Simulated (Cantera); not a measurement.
A closed system holds: 1 mol V, 2.2 mol H2O, 0.86 mol NH3, equilibrated at 7.40 Pa.

Method: chemical equilibrium by Gibbs-energy minimisation in Cantera with the NASA 1993 tables (ideal gas, pure condensed phases). Candidate condensed phases: H2O, V, VN, VO, V2O3, V2O4, V2O5; 28 gas species. Condensed phases not in the tables: the oxides between V2O3 and V2O5 other than VO2. Equilibrium is a limit: real reactors are often held back by kinetics, nucleation or transport.

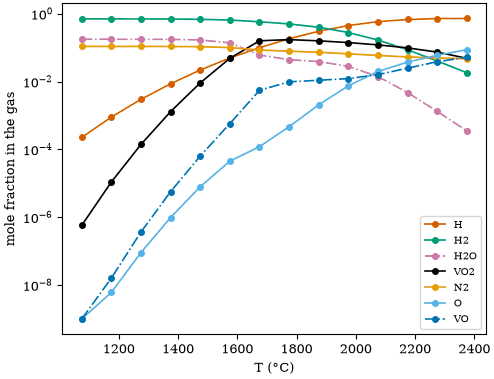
Fig. 1. Equilibrium gas composition (values under 1e-9 drawn at 1e-9)

From 1075 °C to 1675 °C the condensed part is V2O3(s). From 1775 °C to 2375 °C nothing is condensed. The main V-bearing gas is VO2 at 1075 °C and VO at 2375 °C.
